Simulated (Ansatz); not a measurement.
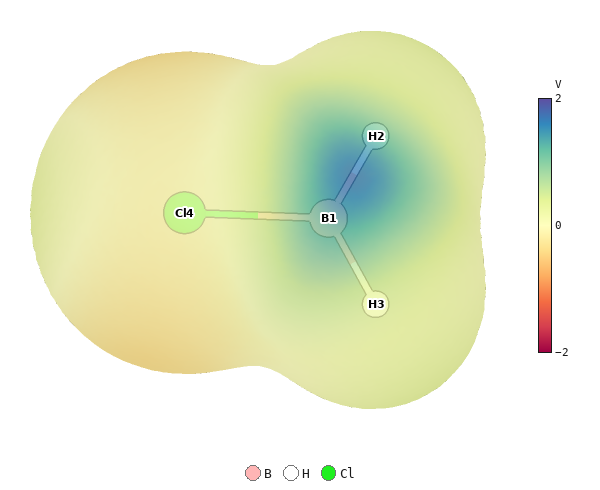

Figure 1: BClH2. The electrostatic potential painted on the density surface at 0.002 e/bohr³, seen at a tilt; the colour scale runs from red (negative) to blue (positive).

All numbers below come from RKS PBE0/def2-SVP (Ansatz 0.2.0).

### Which sites attract a positive test charge, and which a negative one?

A positive charge is drawn to the negative regions and a negative charge to the positive ones. The most negative region (about −0.4 V, or −9 kcal/mol for a unit charge) lies over Cl4, the most positive (about +1.6 V, or +37 kcal/mol for a unit charge) over B1. Cl4 shows a σ-hole: about +0.3 V at the tip opposite its bond, against about −0.2 V on its flanks.
